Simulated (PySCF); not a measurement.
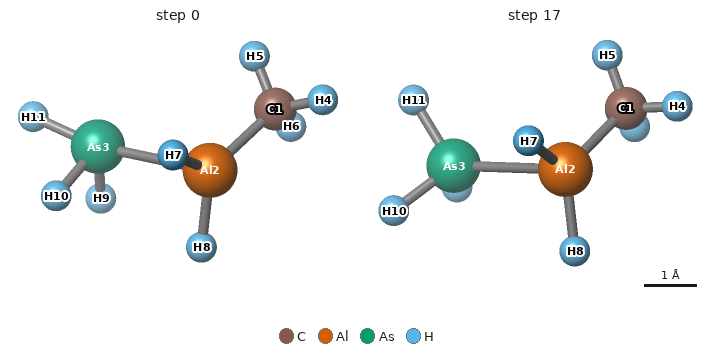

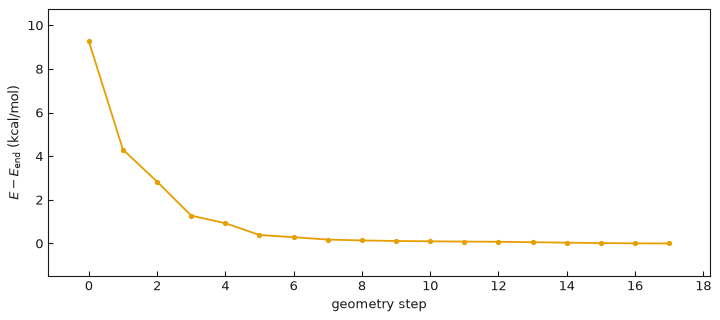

First and last geometry of a relaxation of CH8AlAs, with the history of the run. A ball-and-stick model, seen from a free direction.

The start comes from GFN2-xTB. Its atoms were then displaced at random by about 0.01 Å.

The calculation used PySCF 2.14.0, density-fitted response routines, PBE0-D3(BJ)/def2-SVP geometry optimisation, gas phase. 

> What do the curves and the structures tell?

It converged. After 17 geometry steps the energy has fallen by 9.27 kcal/mol. H11 moves most after the best rigid fit: 0.71 Å. By element the largest moves are H 0.71 Å, As 0.37 Å, C 0.12 Å, Al 0.08 Å. Near-neighbour distances that change, for instance: Al2–H7 1.564 → 1.605 Å, Al2–H8 1.572 → 1.605 Å, C1–H4 1.080 → 1.104 Å, As3–H10 1.490 → 1.511 Å. Among the angles between lasting bonds that change: Al2–As3–H11 165.4° → 121.7°, Al2–As3–H10 92.6° → 118.2°, Al2–As3–H9 104.9° → 120.0°.

```csv
step,"E − E(0), kcal/mol"
0,0.00
1,-4.97
2,-6.44
3,-8.00
4,-8.35
5,-8.89
6,-8.99
7,-9.10
8,-9.14
9,-9.16
10,-9.18
11,-9.19
12,-9.20
13,-9.22
14,-9.24
15,-9.26
16,-9.27
17,-9.27
```
